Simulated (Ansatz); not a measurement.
fcc Pt, treated with PBE-D4 (plane waves, PAW; Ansatz, a program for electronic structure).

Run with plane-wave cutoff 520 eV, 24×24×24 k mesh, Fermi–Dirac smearing 0.05 eV, scalar-relativistic PAW data made under PBE.

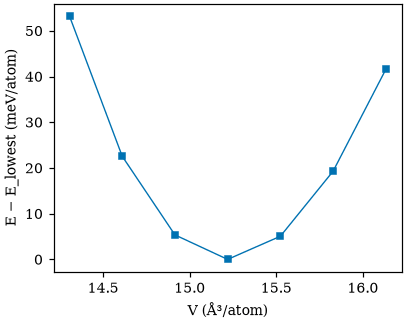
Total energy against volume

Q: From the curve, estimate the equilibrium volume and the bulk modulus.

A: V0 ≈ 15.2 Å³/atom and B0 ≈ 270 GPa; the fit gives V0 = 15.217 Å³/atom, B0 = 274 GPa, B′ = 5.4.

Measured, for comparison: bulk modulus 289 GPa (corrected for temperature and zero-point phonon effects; as tabulated in Levämäki et al. (2014), arXiv:1402.3671); equilibrium volume per atom 14.98 Å³/atom (static lattice: zero-point anharmonic expansion removed; as tabulated in Mejia-Rodriguez and Trickey (2018), arXiv:1807.09216). Computed (rounded) less measured: bulk modulus -5 %, equilibrium volume per atom +1.6 %.

Spin–orbit coupling is not included.

The computed numbers hold no vibrational or temperature effects.

It cost around 70 core-seconds (rough) of CPU time.
